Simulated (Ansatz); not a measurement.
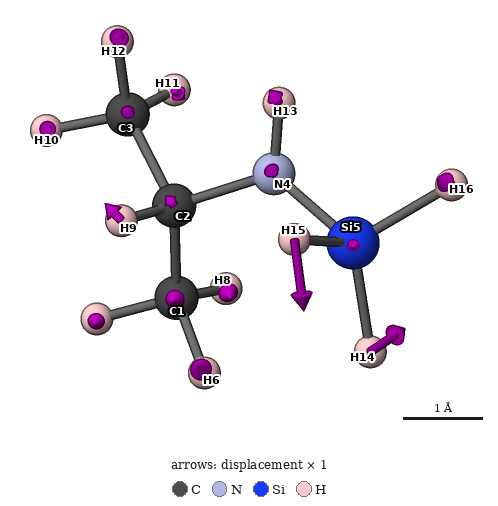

This is a relaxation of C3H11NSi (coarse preliminary run). The starting structure is drawn; purple arrows show the displacements, at their true length. The two geometries are superimposed by the best rigid fit.

The picture is a ball-and-stick view, seen from a free direction.

The start comes from a force field.

The calculation used RKS PBE-D4/def2-SVP (Ansatz). Settings: force threshold 0.03 eV/Å; at most 200 steps.

Q: Which element moves most?

A: Hydrogen: up to 0.97 Å, against 0.31 Å for carbon.

Q: Describe the change and its energy.

A: After 14 geometry steps the energy has fallen by 62.2 kJ/mol. The largest force component goes from 3.7 to 0.029 eV/Å. The largest move after the best rigid fit is that of an H atom, 0.97 Å. By element the largest moves are H 0.97 Å, C 0.31 Å, N 0.21 Å, Si 0.15 Å. Among the contacts that change: C–N 1.403 → 1.465 Å, C–H 1.049 → 1.110 Å, C–H 1.170 → 1.111 Å, H–N 0.966 → 1.024 Å. Among the angles between lasting bonds that change: Si–N–H 100.5° → 114.0°, N–Si–H 105.4° → 115.1°, C–C–H 112.3° → 107.2°. Groups turn about N–Si by about 20°.
